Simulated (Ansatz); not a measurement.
## SiO2 (rutile), frozen-phonon scan

Relaxed SiO₂ (rutile):

```
SiO2
1.0
    4.23616     0.00000     0.00000
    0.00000     4.23616     0.00000
    0.00000     0.00000     5.38090
Si O
4 8
Cartesian
  2.11808   2.11808   1.34523
  2.11808   2.11808   4.03568
  0.00000   0.00000   0.00000
  0.00000   0.00000   2.69045
  3.41852   3.41852   1.34523
  3.41852   3.41852   4.03568
  1.30044   2.93572   0.00000
  1.30044   2.93572   2.69045
  2.93572   1.30044   0.00000
  2.93572   1.30044   2.69045
  0.81764   0.81764   1.34523
  0.81764   0.81764   4.03568
```

A phonon eigenvector at Z = (0.0, 0.0, 0.5) is frozen into this cell: atom i moves by Q times the vector below, so Q is the largest atomic displacement, in Å. The cell is held. It is one choice among 2 degenerate patterns. (q is in reciprocal vectors of the primitive cell; the cell shown is doubled to hold the pattern.)

```
atom       x       y      z
----  ------  ------  -----
O5     0.707  -0.707  0.000
O6    -0.707   0.707  0.000
O7     0.015   0.015  0.000
O8    -0.015  -0.015  0.000
O9    -0.015  -0.015  0.000
O10    0.015   0.015  0.000
O11   -0.707   0.707  0.000
O12    0.707  -0.707  0.000
```

Atoms not listed stay in place.

Method: PBE (plane waves to 420 eV, PAW, scalar-relativistic; Ansatz, a quantum-chemistry and plane-wave program). k mesh 8×8×6 (Γ-centred), Fermi-Dirac smearing 0.05 eV. E stands for the smeared free energy. SiO2 was relaxed with its symmetry unable to fall. The zero of ΔE is the undisplaced structure.

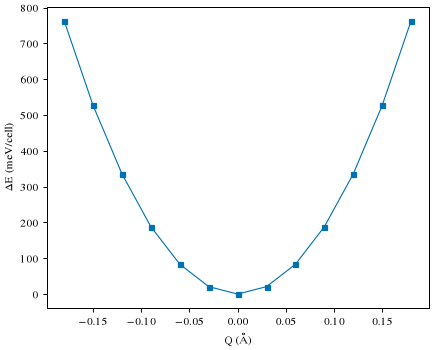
Figure: ΔE (meV/cell) against Q (Å); markers are the computed points, lines only join them.

The energy at Q = 0.180 Å is 763 meV/cell. Harmonic wavenumber from the curvature (finite differences): 443 cm⁻¹. Symmetry of the curve: even: the same for both signs. Wavenumber by perturbation theory (DFPT, on another k mesh): 443 cm⁻¹. Shape of the curve: a single well with its minimum at or next to zero displacement.

E″ = 46.22 eV/Å², M = Σ mᵢ|uᵢ|² = 64.0 u, ν̃ = 521.5·√(|E″|/M).

(For displaced atoms, the force is minus the slope of the energy, and its curvature is a force constant, which sets phonon frequencies.)
